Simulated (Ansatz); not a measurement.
## Two runs on CH9NSn

System: CH9NSn.
Method of run A: RKS wB97X-V/def2-TZVPP (Ansatz 0.2.0).

The geometry comes from this level: PBE0-D4/def2-TZVP. Text and figures count atoms from 1; the logs count them from 0 in places.

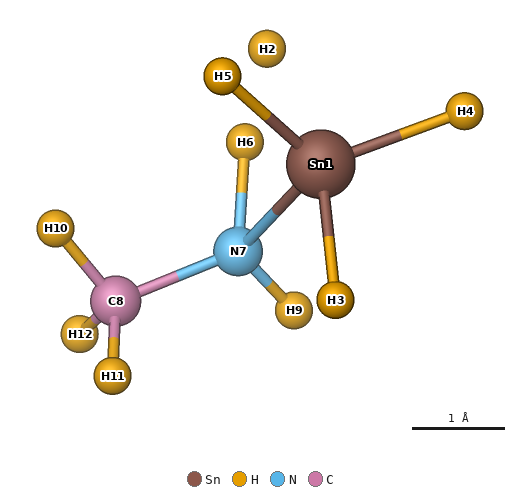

The input geometry (ball-and-stick view, seen at a tilt; atoms are numbered from 1 in the order of the input). Sticks mark near contacts. Bond lengths as drawn: C–H 1.09 Å, C–N 1.46 Å, H–N 1.02 to 1.25 Å, H–Sn 1.70 to 1.74 Å and N–Sn 2.18 Å.

### Input, run A
```yaml
crystal:
  periodic: [false, false, false]
  atoms:
    - {symbol: Sn, position_ang: [-1.433898, 0.526610, -0.362506]}
    - {symbol: H, position_ang: [-0.171750, 1.782900, 1.023181]}
    - {symbol: H, position_ang: [-1.867625, -0.933732, -1.199068]}
    - {symbol: H, position_ang: [-2.727895, 0.893578, 0.676904]}
    - {symbol: H, position_ang: [-1.016788, 1.654922, -1.563725]}
    - {symbol: H, position_ang: [0.274196, 0.785624, 1.062398]}
    - {symbol: N, position_ang: [0.284823, -0.378948, 0.619280]}
    - {symbol: C, position_ang: [1.422269, -0.743544, -0.215686]}
    - {symbol: H, position_ang: [0.048774, -1.117662, 1.276987]}
    - {symbol: H, position_ang: [1.750997, 0.143931, -0.765053]}
    - {symbol: H, position_ang: [1.174807, -1.522675, -0.942713]}
    - {symbol: H, position_ang: [2.262291, -1.091102, 0.390099]}
basis:
  gaussian: {orbitals: def2-TZVPP}
hamiltonian: {xc: {name: wB97X-V}}
```

Command:
```bash
ansatz run in.yaml --threads 4 --pin off --events-out ev --progress --plain --max-ram 9574MiB
```

Hardware: 4 threads of Intel Xeon @ 2.50GHz, 180 GiB of memory available, shared host.

### Output (run A)
```
Functional definition: wB97X-V
  parameter omega = 0.3/bohr
  parameter cx = 0.167
  parameter cx1 = 0.603
  parameter cx2 = 1.194
  parameter css0 = 0.556
  parameter css1 = -0.257
  parameter cos0 = 1.219
  parameter cos1 = -1.850
  parameter b = 6.0
  parameter c = 0.01
  exchange = spin_sum(e_x_unif_sr(omega)*poly(b97_u_x, 1 - cx, cx1, cx2)) + cx*exact_x_sr(omega) + exact_x_lr(omega)
  correlation = spin_sum(e_c_pw_same_spin*poly(b97_u_same, css0, css1))
      + integral(e_c_pw_opposite_spin*poly(b97_u_opposite, cos0, cos1)) + vv10(b, c)
1298 factors; their error is unknown
345 factors; integrals over basis functions are off by at most 8.7e-6 eV
mean field evaluation 1: about -8498.1823 eV, gradient 4.4e1 eV
mean field evaluation 2: about -8497.8921 eV, gradient 4.6e1 eV
mean field evaluation 4: about -8502.0921 eV, gradient 1.7e0 eV
mean field evaluation 8: about -8502.1081 eV, gradient 7.3e-2 eV
mean field evaluation 16: about -8502.1443 eV, gradient 1.2e-4 eV
mean field -8502.14428467 eV, -312.4480395012 hartree, gradient 3.7e-5 eV, S^2 0.000000; 0 other end points of the search recorded, 0 dependent functions left out
reference -8502.14428211 eV, -312.4480394072 hartree; 22, 22 occupied and 216, 216 virtual orbitals, 1298 factors
Total energy: -8502.14428211 eV, -312.4480394072 hartree
```

The input of run B differs as follows (lines with − go, lines with + come):
```diff
-    - {symbol: Sn, position_ang: [-1.433898, 0.526610, -0.362506]}
-    - {symbol: H, position_ang: [-0.171750, 1.782900, 1.023181]}
-    - {symbol: H, position_ang: [-1.867625, -0.933732, -1.199068]}
-    - {symbol: H, position_ang: [-2.727895, 0.893578, 0.676904]}
-    - {symbol: H, position_ang: [-1.016788, 1.654922, -1.563725]}
-    - {symbol: H, position_ang: [0.274196, 0.785624, 1.062398]}
-    - {symbol: N, position_ang: [0.284823, -0.378948, 0.619280]}
-    - {symbol: C, position_ang: [1.422269, -0.743544, -0.215686]}
-    - {symbol: H, position_ang: [0.048774, -1.117662, 1.276987]}
-    - {symbol: H, position_ang: [1.750997, 0.143931, -0.765053]}
-    - {symbol: H, position_ang: [1.174807, -1.522675, -0.942713]}
-    - {symbol: H, position_ang: [2.262291, -1.091102, 0.390099]}
+    - {symbol: Sn, position_ang: [-1.658486, -0.037104, -0.725726]}
+    - {symbol: H, position_ang: [1.268082, 2.312210, 1.852619]}
+    - {symbol: H, position_ang: [-1.911374, -1.314784, -1.844970]}
+    - {symbol: H, position_ang: [-2.991964, 0.121588, 0.323143]}
+    - {symbol: H, position_ang: [-1.319089, 1.404307, -1.570742]}
+    - {symbol: H, position_ang: [0.879665, 1.726049, 1.590724]}
+    - {symbol: N, position_ang: [-0.041487, -0.375942, 0.453945]}
+    - {symbol: C, position_ang: [1.230290, -0.657018, -0.187087]}
+    - {symbol: H, position_ang: [-0.233534, -1.045127, 1.187253]}
+    - {symbol: H, position_ang: [1.467798, 0.139625, -0.898473]}
+    - {symbol: H, position_ang: [1.274533, -1.609854, -0.735280]}
+    - {symbol: H, position_ang: [2.035766, -0.664051, 0.554692]}
```

What does this change do to the results?

With the same method and basis, run B lies 33.7 kcal/mol lower.

### Output (run B)
```
Functional definition: wB97X-V
  parameter omega = 0.3/bohr
  parameter cx = 0.167
  parameter cx1 = 0.603
  parameter cx2 = 1.194
  parameter css0 = 0.556
  parameter css1 = -0.257
  parameter cos0 = 1.219
  parameter cos1 = -1.850
  parameter b = 6.0
  parameter c = 0.01
  exchange = spin_sum(e_x_unif_sr(omega)*poly(b97_u_x, 1 - cx, cx1, cx2)) + cx*exact_x_sr(omega) + exact_x_lr(omega)
  correlation = spin_sum(e_c_pw_same_spin*poly(b97_u_same, css0, css1))
      + integral(e_c_pw_opposite_spin*poly(b97_u_opposite, cos0, cos1)) + vv10(b, c)
1298 factors; their error is unknown
345 factors; integrals over basis functions are off by at most 2.3e-5 eV
mean field evaluation 1: about -8498.8364 eV, gradient 4.8e1 eV
mean field evaluation 2: about -8498.0991 eV, gradient 5.2e1 eV
mean field evaluation 4: about -8503.5517 eV, gradient 1.8e0 eV
mean field evaluation 8: about -8503.5691 eV, gradient 6.2e-2 eV
mean field evaluation 16: about -8503.6073 eV, gradient 8.0e-5 eV
mean field -8503.60726591 eV, -312.5018030702 hartree, gradient 2.7e-5 eV, S^2 0.000000; 0 other end points of the search recorded, 0 dependent functions left out
reference -8503.60726322 eV, -312.5018029712 hartree; 22, 22 occupied and 216, 216 virtual orbitals, 1298 factors
Total energy: -8503.60726322 eV, -312.5018029712 hartree
```

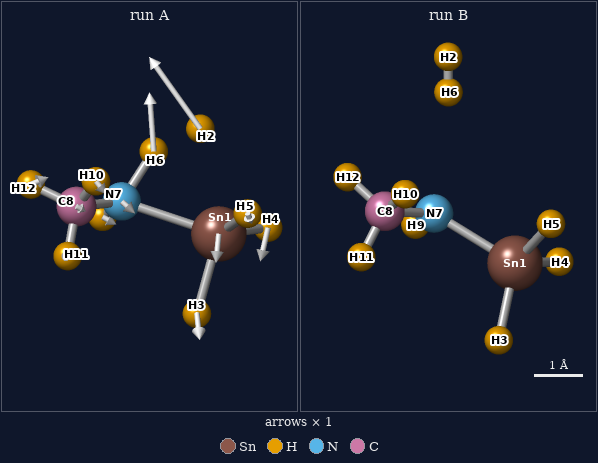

The two input geometries at one scale (ball-and-stick view, seen at a tilt). The white arrows on the first give the shifts of the atoms after the best rigid fit, at true length. H2 moves most after the best rigid fit: 1.85 Å. By element the largest moves are H 1.85 Å, Sn 0.62 Å, N 0.38 Å, C 0.23 Å. Among the contacts that change: H6–N7 1.246 → 2.561 Å, H2–H6 1.093 → 0.750 Å, Sn1–N7 2.177 → 2.030 Å, Sn1–H3 1.738 → 1.717 Å.

### The two runs side by side

```csv
quantity,run A,run B
outcome,converged,converged
total energy (hartree),−312.448039,−312.501803
basis functions,238,238
wall time (shared host),10 s,11 s
```
